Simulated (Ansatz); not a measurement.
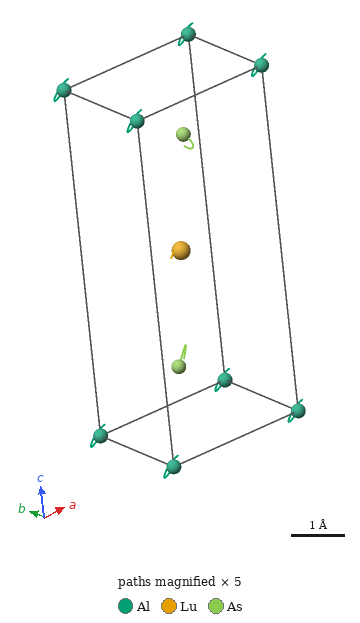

First-principles dynamics of a 4-atom cell of LuAlAs₂, 80 fs long. Lines trace each atom's path, in the colour of its element; spheres stand at the starting positions. The excursions are magnified 5 times. Seen slightly off an axis in the reduced simulation cell.

All numbers below come from DFT, PBEsol, plane waves, PAW in Ansatz. Set-up: plane-wave cutoff 420 eV; k-point mesh 4 × 4 × 4; Fermi-Dirac smearing 0.02 eV; constant energy (NVE); velocities drawn for 200 K; time step 2 fs.

Q: Describe the motion.

A: Root-mean-square distances from the starting positions over the second half, with the common drift of all atoms taken out: Al 0.07 Å, As 0.07 Å, Lu 0.04 Å. The run lasts only 80 fs, too short to tell vibration from diffusion. With so few atoms the kinetic temperature swings widely, between 20 and 200 K; its mean in the second half is 80 K. The first frame carries almost no forces, so kinetic energy first flows into potential energy: the temperature drops from 200 to 23 K within 42 fs, and without a thermostat its mean stays below the start. The potential energy is still drifting at the end, so the run hasn't reached equilibrium. The potential energy in the second half lies on average 11.9 meV per atom above the first frame.

Cost: 31 s on 4 threads of Intel(R) Xeon(R) 6975P-C (Granite Rapids) (shared host), peak memory 0.51 GiB.
